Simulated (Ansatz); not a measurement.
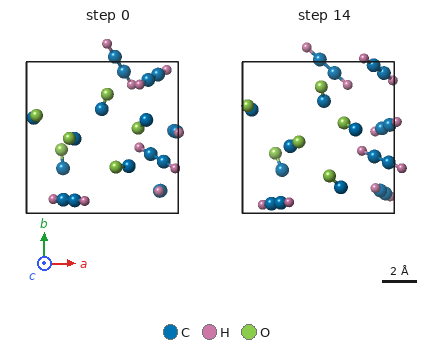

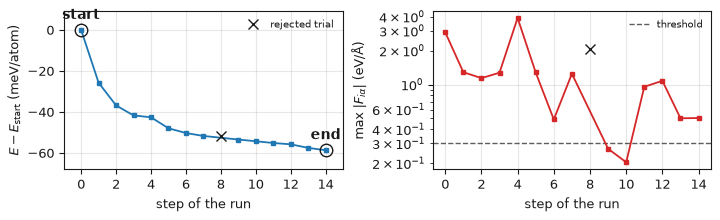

First and last geometry of a relaxation of an amorphous cell of composition H2C3O, with the history of the run. The picture is a ball-and-stick view of the cell of the calculation, seen along the c axis.

The cell holds 6 C2H2 + 6 CO. The run prepares the start of a later molecular dynamics calculation, from a guessed geometry.

Computed with Ansatz 0.2.0, DFT LDA, scalar-relativistic, plane waves, PAW.

Input
```yaml
accuracy: low
crystal:
  lattice:
    - [9.157714, 0.0, 0.0]
    - [0.0, 9.157714, 0.0]
    - [0.0, 0.0, 9.157714]
  atoms:
    - { symbol: C, position: [0.8795315, 0.1489384, 0.1720405] }
    - { symbol: C, position: [0.8845209, 0.1503685, 0.0393402] }
    - { symbol: H, position: [0.8888938, 0.1516219, -0.0769656] }
    - { symbol: H, position: [0.8751586, 0.147685, 0.2883463] }
    - { symbol: C, position: [0.6425955, 0.9360195, 0.2633482] }
    - { symbol: C, position: [0.5834807, 1.0341035, 0.3305886] }
    - { symbol: H, position: [0.5316692, 1.1200697, 0.3895218] }
    - { symbol: H, position: [0.694407, 0.8500533, 0.204415] }
    - { symbol: C, position: [0.8680285, 0.9164428, 0.448863] }
    - { symbol: C, position: [0.8030964, 0.8811053, 0.559187] }
    - { symbol: H, position: [0.7461863, 0.8501336, 0.655881] }
    - { symbol: H, position: [0.9249386, 0.9474145, 0.352169] }
    - { symbol: C, position: [0.2431423, 0.090644, 0.7712006] }
    - { symbol: C, position: [0.3179527, 0.0861712, 0.880835] }
    - { symbol: H, position: [0.3835207, 0.0822509, 0.9769246] }
    - { symbol: H, position: [0.1775744, 0.0945642, 0.675111] }
    - { symbol: C, position: [0.9059846, 0.3417884, 0.7003215] }
    - { symbol: C, position: [0.8198645, 0.3919867, 0.6125732] }
    - { symbol: H, position: [0.7443841, 0.4359832, 0.5356658] }
    - { symbol: H, position: [0.981465, 0.2977919, 0.777229] }
    - { symbol: C, position: [0.991494, 0.5386966, 0.4118227] }
    - { symbol: C, position: [0.9744409, 0.545176, 0.2802799] }
    - { symbol: H, position: [0.9594945, 0.550855, 0.1649885] }
    - { symbol: H, position: [1.0064403, 0.5330176, 0.527114] }
    - { symbol: O, position: [0.2826203, 0.4955366, 0.9220315] }
    - { symbol: C, position: [0.3169019, 0.4928464, 0.8012156] }
    - { symbol: O, position: [0.2305752, 0.4209586, 0.1765281] }
    - { symbol: C, position: [0.2410209, 0.2974141, 0.156364] }
    - { symbol: O, position: [0.7364002, 0.5626531, 0.8191052] }
    - { symbol: C, position: [0.7908414, 0.6173078, 0.9182414] }
    - { symbol: O, position: [0.5900717, 0.3056762, 1.0284074] }
    - { symbol: C, position: [0.6747939, 0.3121203, 0.9358895] }
    - { symbol: O, position: [0.0655754, 0.6465839, 0.8679287] }
    - { symbol: C, position: [0.0476665, 0.63087, 0.7445946] }
    - { symbol: O, position: [0.5332728, 0.7867084, 0.6904472] }
    - { symbol: C, position: [0.4965392, 0.6883991, 0.6214191] }
basis:
  ecutwfc: 420.0
kpoints:
  mp_grid: { grid: [1, 1, 1] }
hamiltonian:
  xc: lda
scf:
  occupations: { method: fermi_dirac, width: 0.02 }
  lower_state_search: "off"
relax:
  f_tol: 0.3
  max_steps: 15
  adjacent_minimum: "off"
output:
  write_density: true
  write_potential: true
  elf: true
  volumetric_format: npy
```

Launched with:
```bash
ansatz run input.yaml --threads 1 --pin off --max-ram 3072MiB --backend cpu --events-out ev --progress --plain --runs-dir out
```

Q: Read the history and describe the run.

A: The relaxation stopped without meeting its thresholds, so the last structure isn't shown to be converged. It used up its limit of 15 steps. After 13 accepted moves (14 points after the start) the energy has fallen by 58.6 meV per atom. The largest force component goes from 2.9 to 0.5 eV/Å. The line search rejected the trial step at point 8 of the run. The forces were under the threshold at step 9, but the run went on from there. The largest move is that of H11, 1.68 Å roughly along [1 3 0]. By element the largest moves are H 1.68 Å, C 1.30 Å, O 1.05 Å. The cell stays as it was. Among the contacts that change: O25–C26 1.150 → 1.128 Å, C10–H11 1.066 → 1.082 Å, C13–C14 1.216 → 1.204 Å, C1–C2 1.216 → 1.206 Å.

Limits of the set-up: the program's low-accuracy preset was used.
